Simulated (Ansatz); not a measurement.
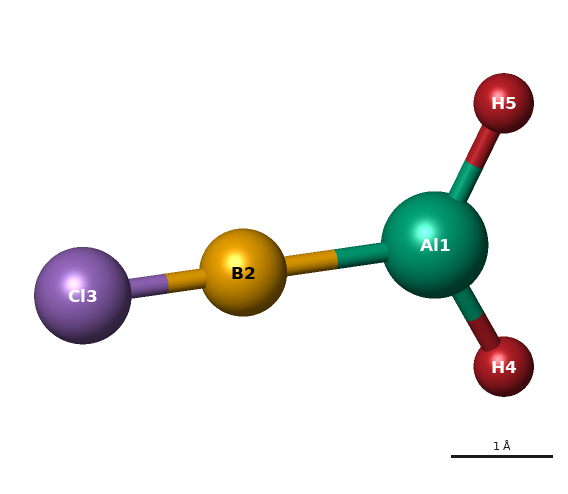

The view is orthographic, and the bar gives the scale. Charge 0, doublet. Computed geometry: PBE-D4/def2-SVP optimisation. No frequency run is at hand to confirm it as a minimum.

Write Cartesian coordinates in Å in the frame of the picture: x to the right, y up, z towards the viewer, origin at the mean of the atomic positions.

```xyz
5
AlBClH2
Al   0.81   0.12  -0.28
B   -1.10  -0.16   0.38
Cl  -2.70  -0.39   0.93
H    1.49  -1.10  -1.06
H    1.49   1.53   0.03
```
